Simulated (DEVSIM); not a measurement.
Device: Au/Si3N4/p-Si capacitor, at 300 K.

```
layer (left to right)  material  thickness (nm)  Na (cm⁻³)
---------------------  --------  --------------  ---------
1                         Si3N4            2.60          -
2                            Si           16000     1.3e15
```

Metal gate on the left, work function 5.1 eV. Fixed charge at the semiconductor interface 0 cm⁻² (in units of +e); interface traps 2e12 cm⁻² eV⁻¹, uniform in energy, neutral level at 0.5 of the gap above the valence band.

The device is made up for the run: typed textbook-type constants, with dimensions and the other settings drawn at random. Values at 300 K.

```tsv
parameter	Si3N4	Si
gap (eV)	5.1	1.124
affinity (eV)	2.1	4.05
permittivity	7.5	11.7
Nc (cm⁻³)	-	2.86e19
Nv (cm⁻³)	-	3.1e19
```

Simulated with DEVSIM: 1D Poisson equation in equilibrium, Boltzmann statistics, complete ionisation; no quantum confinement or tunnelling. Metal contacts follow the ideal Schottky-Mott rule: no Fermi-level pinning, no interface dipoles.

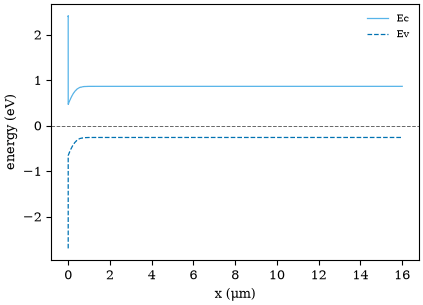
Fig. 1. Band edges at 0.6 V on the gate

Energies count from the Fermi level of the right contact; mesh points crowd at the junctions.

```csv
x (μm),Ec (eV),Ev (eV),n (cm⁻³),p (cm⁻³),field (V/cm)
0.000,2.400,-2.700,< 1e2,< 1e2,65000
0.001032,2.407,-2.693,< 1e2,< 1e2,65000
0.002104,2.414,-2.686,< 1e2,< 1e2,65000
0.003182,0.468,-0.656,4.0e11,2.9e8,12000
0.006957,0.472,-0.652,3.3e11,3.5e8,12000
0.01476,0.482,-0.642,2.3e11,5.0e8,12000
0.03252,0.503,-0.621,1.0e11,1.1e9,12000
0.09984,0.576,-0.548,6.0e9,1.9e10,10000
0.2390,0.699,-0.425,5.1e7,2.3e12,7500
0.5558,0.840,-0.284,220000,5.2e14,1800
1.340,0.863,-0.261,90000,1.3e15,≈ 0
4.238,0.863,-0.261,89000,1.3e15,≈ 0
9.475,0.863,-0.261,89000,1.3e15,≈ 0
13.30,0.863,-0.261,89000,1.3e15,≈ 0
15.15,0.863,-0.261,89000,1.3e15,≈ 0
15.64,0.863,-0.261,89000,1.3e15,≈ 0
15.85,0.863,-0.261,89000,1.3e15,≈ 0
15.94,0.863,-0.261,89000,1.3e15,≈ 0
15.98,0.863,-0.261,89000,1.3e15,≈ 0
15.99,0.863,-0.261,89000,1.3e15,≈ 0
16.00,0.863,-0.261,89000,1.3e15,≈ 0
16.00,0.863,-0.261,89000,1.3e15,≈ 0
```
